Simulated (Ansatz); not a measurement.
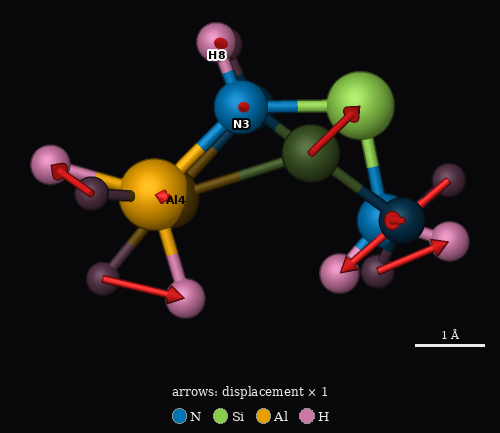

A relaxation of AlSiN2H5. The starting structure is drawn faded, the final one solid; red arrows show the displacements, at their true length. The two geometries are superimposed by the best rigid fit.

A ball-and-stick model, seen face on.

The run prepares an end point of a later path (hydrogen shift) calculation, from a guessed geometry.

Theory: Ansatz, RKS PBE0/6-31G*.

Input file:
```yaml
crystal:
  periodic: [false, false, false]
  atoms:
    - { symbol: "N", position_ang: [0.0498, 1.7785, -0.0681] }
    - { symbol: Si, position_ang: [0.6598, 0.2191, 0.367] }
    - { symbol: "N", position_ang: [-0.7201, -0.9433, 0.6079] }
    - { symbol: Al, position_ang: [0.1401, -1.5105, -1.0457] }
    - { symbol: H, position_ang: [-0.6188, 1.6725, -0.924] }
    - { symbol: H, position_ang: [-0.6122, 2.1419, 0.708] }
    - { symbol: H, position_ang: [1.27678, -2.50016, -1.36216] }
    - { symbol: H, position_ang: [-0.3331, -1.6202, 1.3304] }
    - { symbol: H, position_ang: [-0.0845, -1.9888, -2.5137] }
basis:
  gaussian: { orbitals: "6-31G*" }
hamiltonian:
  xc: pbe0
relax:
  f_tol: 0.02
  max_steps: 50
output:
  orbitals: {}
```

Run as
```bash
ansatz run input.yaml --threads 1 --pin off --max-ram 2048MiB --backend cpu --events-out ev --progress --plain --runs-dir out
```

Atoms of which element are displaced furthest, and by how much?

Answer. Hydrogen: up to 2.11 Å, against 1.30 Å for silicon.

What did the optimiser do to the structure, and how much energy did it gain?

Answer. After 21 geometry steps the energy has fallen by 95.6 kcal/mol. The largest force component goes from 3 to 0.0099 eV/Å. H6 moves most after the best rigid fit: 2.11 Å. Largest moves by element: H 2.11 Å, Si 1.30 Å, N 0.82 Å, Al 0.25 Å. Some distances before and after: Si2–Al4 2.293 → 3.292 Å, N3–Al4 1.948 → 1.801 Å, N1–H5 1.091 → 1.011 Å, N1–H6 1.083 → 1.014 Å. Bonds break, among them: Si2–Al4 (2.29 → 3.29 Å). Among the angles between lasting bonds that change: Si2–N3–Al4 74.9° → 135.3°, H7–Al4–H9 73.5° → 122.8°, N3–Al4–H9 145.5° → 118.5°.
